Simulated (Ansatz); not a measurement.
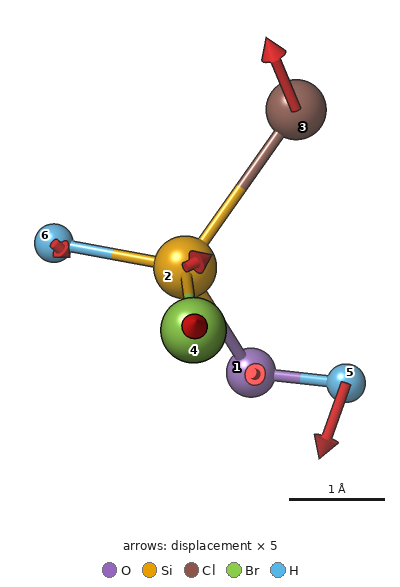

A relaxation of SiH₂OBrCl (coarse preliminary run). The starting structure is drawn; red arrows show the displacements, 5 times their true length. The two geometries are superimposed by the best rigid fit.

A ball-and-stick model, seen from a free direction.

The start comes from a force field.

Computed with RKS PBE-D4/def2-SVP in Ansatz. (force threshold 0.03 eV/Å; at most 200 steps)

Question: What did the optimiser do to the structure, and how much energy did it gain?

Answer: The energy falls by 5.21 kcal/mol in 6 geometry steps. The largest force component goes from 2 to 0.0097 eV/Å. Cl3 moves most after the best rigid fit: 0.18 Å. By element the largest moves are Cl 0.18 Å, H 0.17 Å, Br 0.08 Å, Si 0.07 Å, O 0.06 Å. Near-neighbour distances that change, for instance: Si2–Br4 2.126 → 2.235 Å, O1–H5 1.018 → 0.974 Å, Si2–Cl3 2.042 → 2.074 Å, O1–Si2 1.637 → 1.659 Å. Among the angles between lasting bonds that change: O1–Si2–Cl3 104.0° → 111.2°, Si2–O1–H5 113.6° → 116.8°, Br4–Si2–H6 112.6° → 109.8°. The run took about 25 core-seconds on a shared host.
